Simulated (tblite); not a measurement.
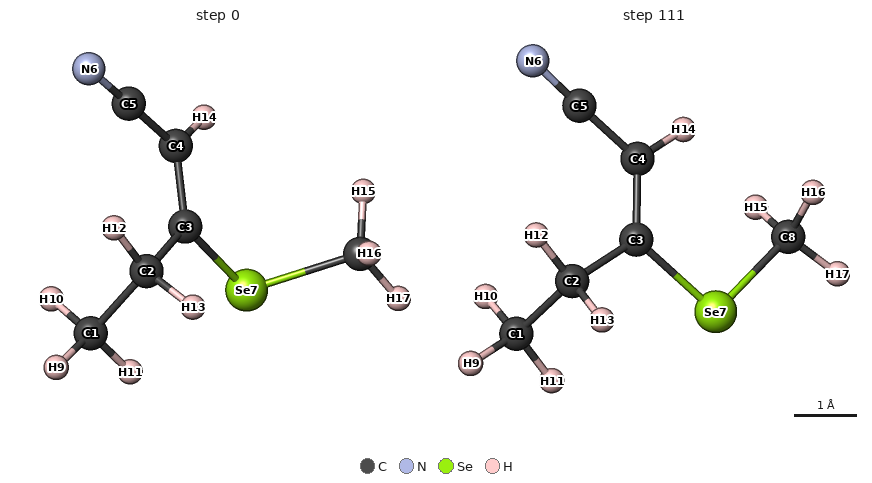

The structure of C₆H₉NSe before (left) and after (right) a relaxation, at one scale.

Style: ball-and-stick. Shown at a tilt.

These are results of GFN2-xTB geometry optimisation, gas phase (tblite 0.8.0), not measurements. 

> Describe what moved and what it gained.

H16 moves most after the best rigid fit: 1.19 Å. By element the largest moves are H 1.19 Å, Se 1.16 Å, C 0.59 Å, N 0.49 Å. Among the contacts that change: C8–H16 1.123 → 1.087 Å, C4–C5 1.437 → 1.402 Å, C2–H13 1.128 → 1.095 Å, C5–N6 1.180 → 1.149 Å. Among the angles between lasting bonds that change: C5–C4–H14 124.3° → 114.7°, C1–C2–C3 104.4° → 111.3°, H15–C8–H17 116.0° → 109.6°. Groups turn about C3–Se7 by about 65°. The energy falls by 58.2 kJ/mol in 111 geometry steps.
